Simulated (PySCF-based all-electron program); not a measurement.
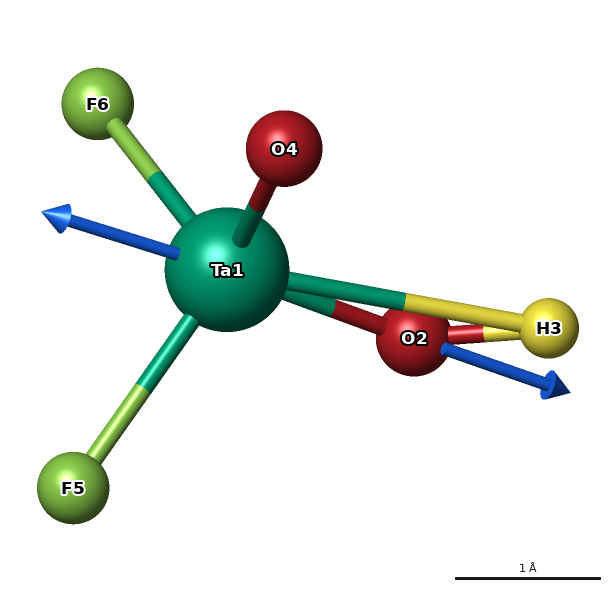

Arrows show the forces on the atoms, 0.04 Å of arrow for 1 eV/Å; forces under a tenth of the largest aren't drawn. Charge 0, singlet. Level of theory: PBE, all-electron, scalar-relativistic (Koelling-Harmon), large uncontracted Gaussian sets (PySCF-based all-electron program).

Along which bond is the force strongest?

Answer. Ta1–O2, now 1.528 Å: the forces push its atoms apart, so a first step downhill lengthens it.

List the force components in the frame of the picture (x right, y up, z towards the viewer), in eV/Å.

| atom | Fx | Fy | Fz |
| --- | --- | --- | --- |
| Ta1 | −23.64 | 7.39 | 9.85 |
| O2 | 22.02 | −7.68 | −10.51 |
| H3 | 0.98 | −0.27 | −0.35 |
| O4 | 0.81 | 0.72 | 1.29 |
| F5 | −0.12 | −0.57 | 0.15 |
| F6 | −0.06 | 0.41 | −0.43 |
